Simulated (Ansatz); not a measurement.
# Heat carried by phonons in BN (F-43m), part 2 of 2

Wanted: κ(T), lifetimes and mean free paths for BN. The starting cell is a computed one from a database.

Experimental results on record:
- thermal conductivity 760 W/m/K near room temperature (given in “Combining the AFLOW GIBBS and Elastic Libraries to efficiently and robustly screen thermo-mechanical properties of solids”, 2017, arXiv:1611.05714)

Ansatz 0.2.0; DFT r2SCAN, scalar-relativistic, plane waves, PAW; PAW set soft_1.

So far. Step 2 (Probe on a coarse mesh): The start is under -5.4 GPa at this level and looks like an insulator or semiconductor on this mesh. Step 4 (Tight relaxation): The residual pressure is -9.6e-4 GPa, small enough for phonons. The relaxed cell has a = 3.609 Å (conventional setting).

### Step 6. Third-order constants and the Boltzmann equation

Pairs of atoms inside the cutoff are displaced in a supercell, the forces give the cubic constants, and these give the three-phonon rates of the Boltzmann equation.

The input, input.yaml:

```yaml
crystal:
  lattice:
    - [0.0, 1.8044320083, 1.8044320083]
    - [1.8044320083, 0.0, 1.8044320083]
    - [1.8044320083, 1.8044320083, 0.0]
  atoms:
    - { symbol: B, position: [0.0, 0.0, 0.0] }
    - { symbol: "N", position: [0.75, 0.75, 0.75] }
kpoints:
  mp_grid: { grid: [12, 12, 12] }
hamiltonian:
  xc: r2scan
  pseudopotentials: { kind: paw, azcp: { folder: soft_1 } }
scf:
  occupations: { method: fixed }
  lower_state_search: "off"
output:
  eigenvalues: true
phonons:
  method: fd
  dielectric: true
  supercell: [4, 4, 4]
  temperatures: { t_max: 1000, t_step: 50 }
  qpath:
    path:
      - [[0.0, 0.0, 0.0], [0.5, 0.0, 0.5], [0.5, 0.25, 0.75], [0.375, 0.375, 0.75], [0.0, 0.0, 0.0], [0.5, 0.5, 0.5], [0.625, 0.25, 0.625], [0.5, 0.25, 0.75], [0.5, 0.5, 0.5], [0.375, 0.375, 0.75]]
      - [[0.625, 0.25, 0.625], [0.5, 0.0, 0.5]]
    npoints: 10
  third_order: { supercell: [4, 4, 4], pair_cutoff: 4.083 }
  lattice_thermal_conductivity:
    qmesh: [29, 29, 29]
    temperatures: [100.0, 150.0, 200.0, 300.0, 400.0, 500.0, 600.0, 800.0]
    isotope_mass_variance:
      - { species: B, variance: 0.001354 }
      - { species: "N", variance: 1.838e-05 }
    solution: relaxation_time
```

The run is started by

```bash
$ ansatz run input.yaml --threads 18 --pin off --max-ram 92160MiB --backend cuda --events-out ev --progress --plain --runs-dir out --max-vram 78GiB
```

Numbers of over 12 decimals in the logs are rounded to 6 here.

The log of the run:

```text
Warning: phonons: the dynamical matrix that this run interpolates holds no multipole term above the dipole-dipole one, and a site of this crystal is no centre of inversion, so its interpolated transverse optical and acoustic branches and sound speeds can stay off near Gamma, and the density of states and the thermodynamics with them. What a run solves at a wave vector of phonons.qpoints, Gamma apart, where the deck admits one, is free of this, and under fd what a larger phonons.supercell samples
Warning: phonons.dielectric: true without phonons.rigid_motions: the static dielectric tensor ε⁰ will be withheld (ε∞, Z* and the rows of modes are given); for a crystal or a slab, whose only rigid motions are the translations, set phonons.rigid_motions: translations
[...]
Crystal: 128 atoms, lattice volume = 752.024 Å³
Basis set: ecut = 500 eV, 19195 PW (Γ), exchange–correlation on 400×400×400 points (125 copies of the dense FFT grid, shifted against one another)
Bands: 384, of which v1, the nominal top of the filled ones, is band 256 counted from 1 (255 counted from 0)
Symmetry: 1536 space group operations
k-points: 4 of 27 (time reversal used)
[...]
SCF iter   1: F=-34816.607292 eV  HF=-34816.607292 eV  |F-HF|=7.28e-12  |Δ(HF+E_count)|=         —  Δρ=1.26e-8  dr2=9.30e-13  dr2_τ=4.41e-14  ethr=1.00e-12  ⟨swp⟩=3.0  Hψ=3548  notcnv=0
[...]
SCF iter   2: F=-34816.607292 eV  HF=-34816.607292 eV  |F-HF|=7.28e-12  |Δ(HF+E_count)|=  1.46e-11  Δρ=3.25e-9  dr2=4.79e-14  dr2_τ=1.69e-14  ethr=1.00e-12  ⟨swp⟩=2.0  Hψ=2568  notcnv=0
SCF 1 converged in 2 iterations: F = -34816.607292 eV  dr2 = 4.79e-14
[...]
SCF iter   2: F=-34816.607292 eV  HF=-34816.607292 eV  |F-HF|=0.00e0  |Δ(HF+E_count)|=  2.04e-10  Δρ=1.90e-9  dr2=1.20e-14  dr2_τ=5.41e-15  ethr=1.00e-12  ⟨swp⟩=3.0  Hψ=3538  notcnv=0
SCF 2 converged in 2 iterations: F = -34816.607292 eV  dr2 = 1.20e-14
[...]
Crystal: 2 atoms, lattice volume = 11.750 Å³
Basis set: ecut = 500 eV, 307 PW (Γ), exchange–correlation on 80×80×80 points (64 copies of the dense FFT grid, shifted against one another)
Bands: 8, of which v1, the nominal top of the filled ones, is band 4 counted from 1 (3 counted from 0)
Symmetry: 24 space group operations
k-points: 280 of 1728 (irreducible under 4 space group operations, time reversal used)
[...]
SCF 3 converged in 2 iterations: F = -544.009501 eV  dr2 = 4.74e-13
[...]
--- Phonons: 2 displaced members + reference (amplitude 0.0025 Å, Σ member SCF iterations 14) ---
  symmetry images taken by strict's conditions (phonons.symmetry_images: auto; settled by no image being taken that strict refuses)
  ASR residual: 5.921e-4 → 0.000e0 eV/Å²; symmetrization residual: 3.152e-5 eV/Å²
  largest component of a force at the reference: 1.8e-17 eV/Å
  ASR residual per site (eV/Å²): 1.73e-4 5.92e-4
  Γ frequencies (cm⁻¹): 0.00 0.00 0.00 1042.37 1042.37 1042.37
  Unit cell's response to a homogeneous field, on a k mesh of 12×12×12: 1 representative field direction (Σ response iterations 6)
  ε∞ (high-frequency dielectric tensor):
        4.455513     0.000000     0.000000
       -0.000000     4.455513     0.000000
        0.000000     0.000000     4.455513
  ε⁰ (static dielectric tensor): not given — the deck does not say what the cell's rigid motions are, and on a molecule in a box or a wire the rigid rotations would enter the sum over the modes at Γ. For a crystal or a slab, whose only rigid motions are the translations, set phonons.rigid_motions: translations.
  Born effective charges Z* (e; rows j = field, columns β = displacement):
    site 0:
         1.98145   -0.00000    0.00000
         0.00000    1.98145    0.00000
        -0.00000   -0.00000    1.98145
    site 1:
        -1.98145    0.00000   -0.00000
        -0.00000   -1.98145   -0.00000
         0.00000    0.00000   -1.98145
  Z* charge neutrality: 2.344e-5 e pre-enforcement
  k-mesh period / interband length: 30.6 Å / 1.28 Å = 23.96 at k = (0.0000, 0.0000, 0.0000), direct gap 9.581 eV — 14 or more, which is no proof of convergence
  optical modes at Γ without the LO–TO term, one row a degenerate level:
      ω (cm⁻¹)  modes    IR ((D/Å)²/amu)
       1042.37      3            44.5376
  optical modes at Γ + LO–TO along q̂ = [1.0000, 0.0000, 0.0000]:
      ω (cm⁻¹)  modes    IR ((D/Å)²/amu)
       1042.37      2            29.6917
       1300.51      1            14.8459
  optical modes at Γ + LO–TO along q̂ = [0.0000, 1.0000, 0.0000]:
      ω (cm⁻¹)  modes    IR ((D/Å)²/amu)
       1042.37      2            29.6917
       1300.51      1            14.8459
  optical modes at Γ + LO–TO along q̂ = [0.0000, 0.0000, 1.0000]:
      ω (cm⁻¹)  modes    IR ((D/Å)²/amu)
       1042.37      2            29.6917
       1300.51      1            14.8459
  density of states and harmonic sums: on the 32×32×32 q-mesh, interpolated from the force constants of a 4×4×4 supercell (with the dipole–dipole term)
  largest difference from the sums on the solved wave vectors: F 5.25e-3 eV, S 9.41e-6 and C_V 3.92e-6 eV/K
  zero-point energy: 0.318594 eV/cell   skipped modes (ω ≤ 0): 3   left out of the sums: 1.53e-5 of the cell's modes: C_V's classical limit lies that fraction below 3 k_B per atom; for a crystal, a wire or a layer, F and S can be off by more, and a phonons.interpolated_qmesh denser along its periods is the remedy for the sampling
--- Third-order force constants: 166 member SCFs in a 4×4×4 supercell (pair cutoff 4.083 Å, amplitude 0.03 Å, SCF threshold 1.00e-9 eV, Σ member SCF iterations 1162) ---
[...]
sum-rule residual: 8.689e-1 → 6.552e-14 eV/Å³; symmetrization residual: 6.333e-2 eV/Å³; largest sum-rule correction relative to its orbit: 1.802e-1, on the orbit of the block of home site 0 with site 1 of cell (-2, -1, 0) and site 1 of cell (-2, -1, 0), whose norm before the correction was 1.364e0 eV/Å³
--- Lattice thermal conductivity: 29×29×29 mesh (680 irreducible points), tetrahedron method ---
  three-phonon and isotope scattering only; four-phonon, boundary and, in a metal, phonon-electron scattering are left out
  each conductivity is what the modes' populations carry and what the coherences between them add
  conductivity (a third of the tensor's trace), W/(m K), in the relaxation-time approximation:
       T (K)   relaxation time
      100.00         6059.6282
      150.00         2731.8497
      200.00         1399.3281
      300.00          703.3945
      400.00          522.2824
      500.00          435.3839
      600.00          379.4473
      800.00          306.2849
```

The job ended after 6.5 min (1 × NVIDIA GB200 with 18 threads of Arm Neoverse V2, shared host; peak memory 3.1 GiB; 57 min of CPU time).

This step gave:

* Γ frequencies: 0, 0, 0, 1042, 1042, 1042 cm⁻¹ (negative: imaginary)
* lowest frequency on the path: 0 cm⁻¹
* zero-point energy: 0.3186 eV/cell
* point group: -43m
* highest frequency: 1300 cm⁻¹
* Debye temperature from the second moment: 1648 K
* κ at 300 K (relaxation time): 703.4 W/m/K
* dipole term: run
* mean free path at half of κ: 266 nm
* share of κ above the three lowest branches: 0.004
* third-order blocks: 2102
* periodic aliases dropped: 72
* largest relative sum-rule correction: 0.1802
* displaced cells, third order: 166

LO-TO term included. The phonon branches at the labelled points (cm⁻¹):

```tsv
point	branch 1	branch 2	branch 3	branch 4	branch 5	branch 6
Γ	0	0	0	1042	1042	1300
X	718	718	895	895	1025	1169
W	787	828	885	962	985	1009
K	679	869	889	908	981	1090
Γ	0	0	0	1042	1042	1300
L	498	498	977	978	978	1158
U	679	869	889	908	981	1090
W	787	828	885	962	985	1009
L	498	498	977	978	978	1158
K	679	869	889	908	981	1090
jump to U	679	869	889	908	981	1090
X	718	718	895	895	1025	1169
```

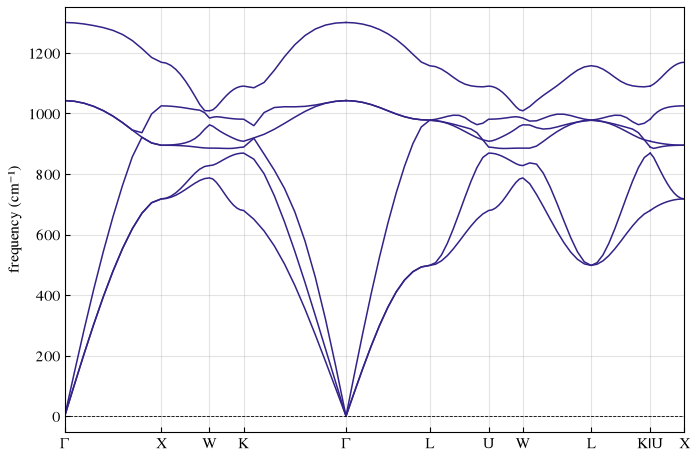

Phonon branches along the path.

Lattice thermal conductivity, RTA xx against temperature:

```tsv
temperature (K)	lattice thermal conductivity, RTA xx (W/m/K)
100	6060
150	2732
200	1399
300	703
400	522
500	435
600	379
800	306
```

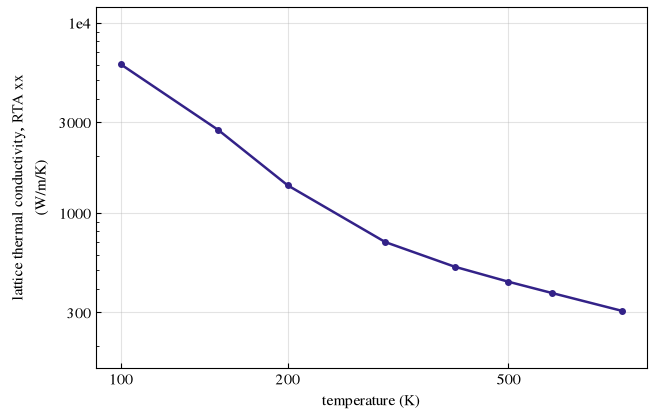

Lattice thermal conductivity, RTA xx against temperature.

The modes has structure finer than the step of the table below, so its rows give means over 100 cm⁻¹, whole bins alone (the curve runs from -10 to 1348 cm⁻¹). Peaks (cm⁻¹: height): B 998.0: 0.0143, 1143.3: 0.00363; N 895.5: 0.00807, 998.0: 0.0122.

Phonopy on the run's constants, 21x21x21 mesh, Gaussian sigma 9.7 cm⁻¹. Table of modes by wavenumber; means over each step; values in 1/cm⁻¹/cell:

```tsv
wavenumber (cm⁻¹)	B	N
100	4.1e-5	5.5e-5
200	1.6e-4	2.0e-4
300	3.7e-4	4.7e-4
400	8.0e-4	0.00100
500	0.00190	0.00237
600	0.00262	0.00313
700	0.00292	0.00322
800	0.00202	0.00258
900	0.00451	0.00579
1000	0.00845	0.00759
1100	0.00275	0.00153
1200	0.00264	0.00147
```

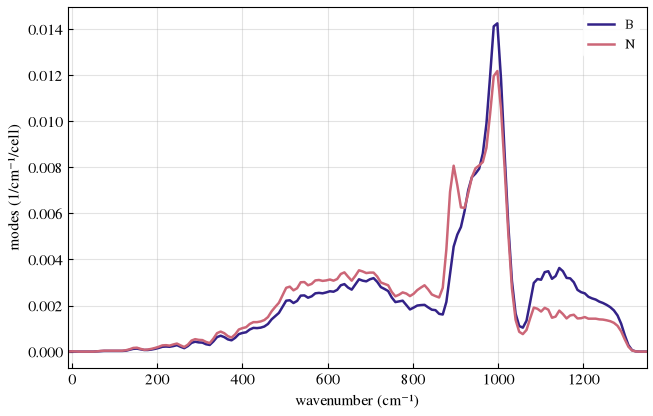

Modes against wavenumber.

Distinct triplets, nearest first. Third order norms, by row:

```tsv
sites	side 1 (Å)	side 2 (Å)	side 3 (Å)	norm of the 27 components (eV/Å³)
B-B-B	0	0	0	202.3
N-N-N	0	0	0	197.6
B-N-N	0	1.56	1.56	93.17
B-N-B	0	1.56	1.56	95.06
B-N-N	1.56	1.56	2.55	2.81
B-N-B	1.56	1.56	2.55	3.023
B-B-B	0	2.55	2.55	5.581
B-B-B	2.55	2.55	2.55	0.338
B-B-B	2.55	2.55	2.55	1.051
N-N-N	0	2.55	2.55	9.706
N-N-N	2.55	2.55	2.55	0.572
N-N-N	2.55	2.55	2.55	0.638
B-N-N	1.56	2.55	2.99	0.786
B-N-B	1.56	2.55	2.99	0.624
B-N-N	0	2.99	2.99	1.267
B-N-N	2.55	2.99	2.99	0.157
B-N-B	2.55	2.99	2.99	0.053
B-N-B	2.55	2.99	2.99	0.117
B-N-B	0	2.99	2.99	0.97
B-B-B	2.55	2.55	3.61	0.17
N-N-N	2.55	2.55	3.61	0.08
B-N-B	1.56	2.99	3.61	0.256
B-N-N	1.56	2.99	3.61	0.15
B-B-B	0	3.61	3.61	0.762
N-N-N	0	3.61	3.61	0.309
B-N-N	1.56	2.55	3.93	1.198
B-N-B	1.56	2.55	3.93	0.718
B-N-N	2.55	2.99	3.93	0.165
B-N-B	2.55	2.99	3.93	0.272
B-N-N	2.99	3.61	3.93	0.037
```

Born charge (rows field, columns displacement) (e), principal values of the symmetric part by kind of site:

```tsv
atom	atoms with these values	low	middle	high	mean
B1	1	1.98	1.98	1.98	1.98
N2	1	-1.98	-1.98	-1.98	-1.98
```

In full for B1:

```
1.98 0.00 0.00
0.00 1.98 0.00
0.00 0.00 1.98
```

RTA, 300 K. Kappa by branch, by row:

```tsv
branch (by rank)	mean frequency (THz)	mean rms speed (km/s)	median lifetime (ps)	share of kappa
1	16.9	6.07	13.6	0.451
2	19.11	7.88	9.95	0.315
3	24.55	6.34	6.36	0.23
4	28.7	1.85	1.73	0.001
5	29.87	1.73	1.09	0.001
6	34.94	3.72	1.73	0.002
```

Table of spectral kappa at 300 K, relaxation time (W/m/K/THz) by frequency; read off at these points:

```tsv
frequency (THz)	spectral kappa at 300 K, relaxation time (W/m/K/THz)
0.5	0
2.5	53.3
4.5	30.5
6.5	40.9
8.5	28.8
11.5	41.2
13.5	40.5
17.5	29.6
21.5	11.9
25.5	4.54
30.5	0.143
34.5	0.257
38.5	0.00860
```

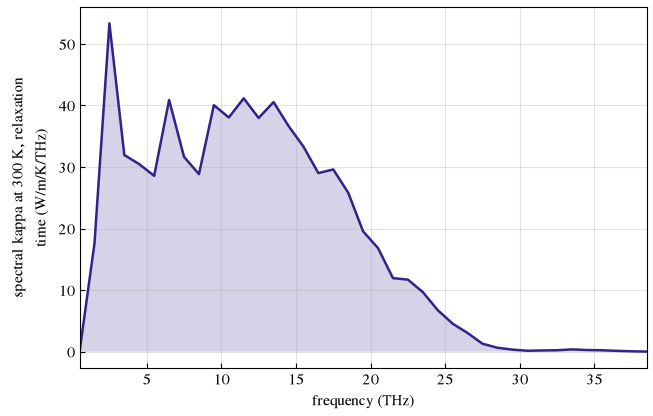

Spectral kappa at 300 K, relaxation time (W/m/K/THz) against frequency.

Relaxation-time solution. The share of κ carried by shorter paths by mean free path:

```tsv
mean free path (nm)	100 K	300 K	800 K
2.15	0	0	0.002
4.64	0	0.001	0.012
10	0	0.003	0.031
21.5	0	0.005	0.058
46.4	0	0.021	0.62
68.1	0	0.081	0.809
147	0	0.309	0.919
316	0.002	0.55	0.952
681	0.004	0.725	0.969
1470	0.01	0.835	0.977
3160	0.026	0.89	1
6810	0.063	0.936	1
14700	0.138	0.98	1
21500	0.192	1	1
46400	0.34	1	1
1.0e5	0.584	1	1
2.2e5	0.674	1	1
4.6e5	1	1	1
```

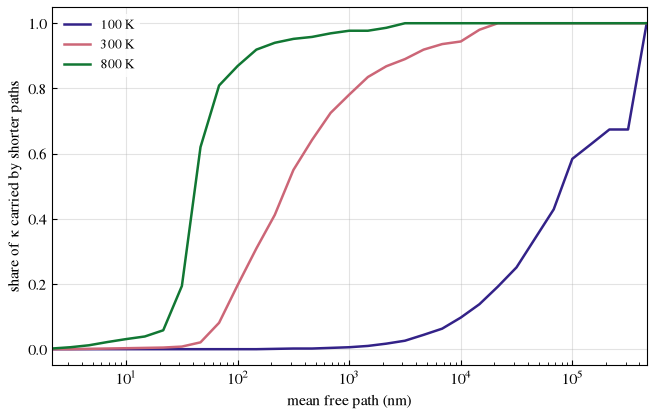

Share of κ carried by shorter paths, plotted against mean free path.

300 K; a sample spread over frequency. Mode lifetimes, by row, the first 40 of 90 rows:

```tsv
q1	q2	q3	branch	frequency (THz)	rms speed (km/s)	three-phonon rate (1/ps)	isotope rate (1/ps)	lifetime (ps)	mean free path (nm)
0	0	0.0345	1	1.644	10.26	0.00153	1.06e-6	653	6700
0	0.069	0.1379	2	6.74	10.25	0.0318	5.75e-4	30.9	317
0	0.069	0.2069	1	9.134	9.84	0.0191	0.00209	47.3	465
0	0.1379	0.2069	2	10.53	10.39	0.0374	0.00408	24.1	250
0.0345	0.1034	0.2759	2	11.78	9.92	0.0367	0.00693	22.9	227
0.069	0.1724	-0.1724	1	12.67	8.42	0.02	0.00984	33.5	282
0.0345	0.1034	-0.2759	1	13.45	6.08	0.0145	0.0136	35.6	216
0	0.069	-0.3448	1	14.12	4.39	0.0103	0.0182	35.2	155
0.0345	0.2069	0.3103	2	14.72	9.55	0.0485	0.0269	13.3	127
0.069	0.1724	0.4138	1	15.05	6.78	0.0263	0.0339	16.6	113
0.0345	0.1034	-0.4138	1	15.48	3.28	0.0106	0.0356	21.6	70.9
0.1034	0.2069	0.4483	1	15.86	6.99	0.0228	0.0394	16.1	112
0.069	0.2414	-0.2414	1	16.29	6.81	0.0153	0.0419	17.5	119
0	0.1034	-0.4138	2	16.68	7.52	0.0222	0.045	14.9	112
0	0.1379	-0.3103	2	17.05	9.64	0.0376	0.0496	11.5	111
0	0.2759	-0.2759	1	17.42	5.2	0.00975	0.0505	16.6	86.2
0	0.3103	0.3448	2	17.84	7.15	0.0444	0.0616	9.44	67.5
0.0345	0.3103	0.3793	2	18.18	7.53	0.0428	0.0649	9.29	69.9
0	0.2759	-0.3448	1	18.56	4.29	0.0101	0.0622	13.8	59.4
0.1379	0.2759	-0.3793	1	18.91	6.21	0.0204	0.069	11.2	69.5
0.1379	0.3103	-0.2759	1	19.32	6.57	0.0217	0.075	10.3	68
0.1034	0.2414	-0.2414	2	19.61	9.24	0.0361	0.0773	8.81	81.4
0	0.0345	0.2759	3	20	12.77	0.0571	0.0731	7.68	98.1
0	0.2069	-0.3103	2	20.35	10.04	0.0348	0.0875	8.18	82.1
0	0.2069	-0.4828	2	20.67	9.31	0.0292	0.0899	8.39	78.1
0.0345	0.2414	-0.2759	2	20.95	9.66	0.0362	0.0969	7.51	72.5
0	0.4483	0.4828	1	21.31	1.91	0.0103	0.115	7.97	15.2
0.0345	0.4828	-0.4483	1	21.55	1.82	0.00801	0.11	8.48	15.4
0	0.2414	-0.3103	2	21.97	9.48	0.0362	0.088	8.05	76.3
0.1724	0.4483	-0.3793	1	22.38	4.37	0.0281	0.114	7.05	30.8
0.1379	0.3103	-0.2759	2	22.69	7.75	0.0319	0.0774	9.15	70.9
0.1379	0.4828	-0.3793	2	23.27	3.97	0.00845	0.0666	13.3	52.8
0	0.2414	0.3793	3	23.69	8.15	0.0737	0.0607	7.44	60.7
0.0345	0.2759	-0.2414	3	24.21	5.69	0.101	0.0749	5.7	32.4
0.1379	0.4483	-0.3448	2	24.63	5.66	0.0146	0.0858	9.96	56.4
0.069	0.2069	-0.2759	3	25.07	8.61	0.089	0.084	5.78	49.7
0.1379	0.3448	-0.4828	3	25.58	5.14	0.0757	0.06	7.37	37.9
0.1034	0.2759	-0.2759	3	26.11	7.08	0.0876	0.0574	6.9	48.8
0.1379	0.2759	-0.4483	3	26.56	6.48	0.0833	0.106	5.28	34.2
0.1034	0.3793	-0.4483	3	26.71	1.93	0.0481	0.188	4.23	8.17
```

Without the LO-TO term. Gamma linewidths, by row:

```tsv
branch	frequency (cm⁻¹)	three-phonon rate (1/ps)	isotope rate (1/ps)	FWHM (cm⁻¹)
4	1042	0.18	0.0368	1.15
5	1042	0.18	0.0368	1.15
6	1042	0.18	0.0368	1.15
```

W/m/K, third of the trace; RTA populations with a boundary rate v/L added to each mode (Matthiessen's rule). Kappa by grain size, by row:

```tsv
T (K)	bulk	10 nm	30 nm	100 nm	300 nm	1000 nm	10000 nm	100000 nm
100	6060	3.327	9.703	30.17	80.64	220.5	1112	3244
300	703.2	36.8	91.32	204.4	341.9	483.9	644.2	694.4
600	379.2	57.84	124.6	222	295.5	341.9	373.1	378.5
```

W/m/K, third of the trace; RTA populations with the isotope rates scaled. Kappa by mass disorder, by row:

```tsv
T (K)	no isotopes	as typed	variance x 3	variance x 10	variance x 30
100	14140	6060	3726	1919	933.6
300	1244	703.2	506.7	335.9	217.4
600	579.3	379.2	266	164.9	103.7
```

At 300 K the relaxation-time value is 703 W/(m K).

### Step 7. Results

- highest frequency: 1300 cm⁻¹
- Debye temperature from the second moment: 1648 K
- κ at 300 K (relaxation time): 703.4 W/m/K
- mean free path at half of κ: 266 nm
- share of κ above the three lowest branches: 0.004

What this shows: The lattice of BN conducts 703 W/(m K) at 300 K by r2SCAN (mean over directions, relaxation-time solution). Above 300 K the relaxation-time κ falls as T^-0.84. Grains of 100 nm would keep 29 % of the bulk value at 300 K, and grains of 1 µm 69 %. Removing the natural isotope disorder raises κ at 300 K by 77 %. A measured thermal conductivity near room temperature is 760 W/m/K (arXiv:1611.05714); the calculated 703 W/m/K differs by -7 %. Part of this agreement may be a cancellation, since four-phonon scattering and the shift of frequencies with temperature are both left out, and a relaxation-time value usually lies below the full solution. The last run computed the relaxation-time solution alone; it counts normal processes as resistive, so the full solution usually lies higher, most of all in good conductors. The sum rules changed one orbit of cubic constants by up to 18 %; by the manual a large change points to a short cutoff or, on a small and distant orbit, to noisy forces. The conductivities include the coherence part between close branches; the shares for grains, isotopes, branches and paths are of the relaxation-time populations alone. Cubic couplings among atoms farther apart than the pair cutoff are dropped, and neither the cutoff nor the q-mesh was shown to be converged here. The interpolation has no quadrupole term, so branches near the zone centre are less sure, since this crystal has sites that are not centres of inversion. The PAW files were made for PBE and are used here under another functional, for which the program regenerates the frozen cores.

[Logs are printed without paths, hosts, clocks, repeated set-up lines and the standing remarks that a program may print on its own settings, such as how far it seeks lower states.]

[Hosts, paths, dates, database ids (printed as entryN), source tags and the programs' standing remarks are cut or masked in the printed files.]

[A step with changed settings may run another functional than the one named; its input shows which.]
